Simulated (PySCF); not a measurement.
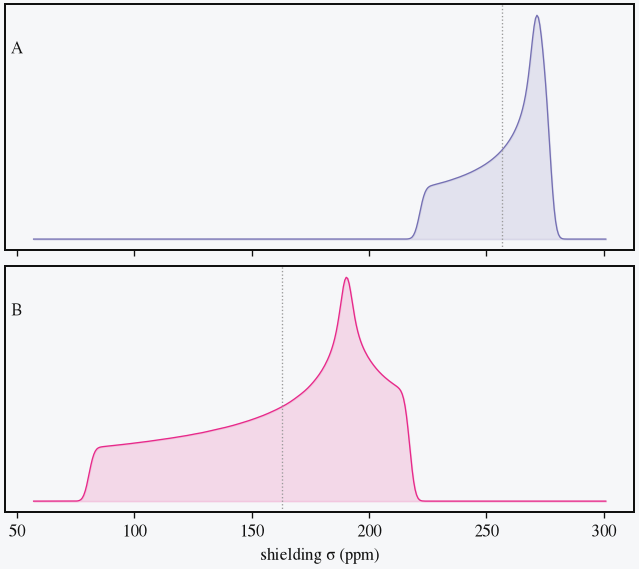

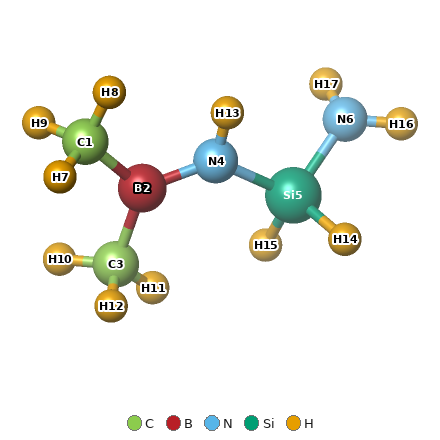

Static powder patterns (¹⁵N) from GIAO shielding tensors of C₂H₁₁BN₂Si, SMILES CB(C)N[SiH2]N, HF/pcSseg-1, PySCF 2.14.0, at a PBE0-D3(BJ)/def2-SVP geometry (no frequency check); absolute shielding, one fixed geometry of the isolated molecule without any motion, no dipolar terms. The dotted line is the isotropic value; skew is 3(σiso − σ22)/span.

Q: The panels belong to N4 and N6. Which is which?

A: panel A: N6, σ11, σ22, σ33 = 222, 271, 277 ppm, isotropic 257, span 56 ppm, skew −0.79; panel B: N4, σ11, σ22, σ33 = 81, 190, 217 ppm, isotropic 163, span 137 ppm, skew −0.60.

Note: one conformer of a flexible molecule.
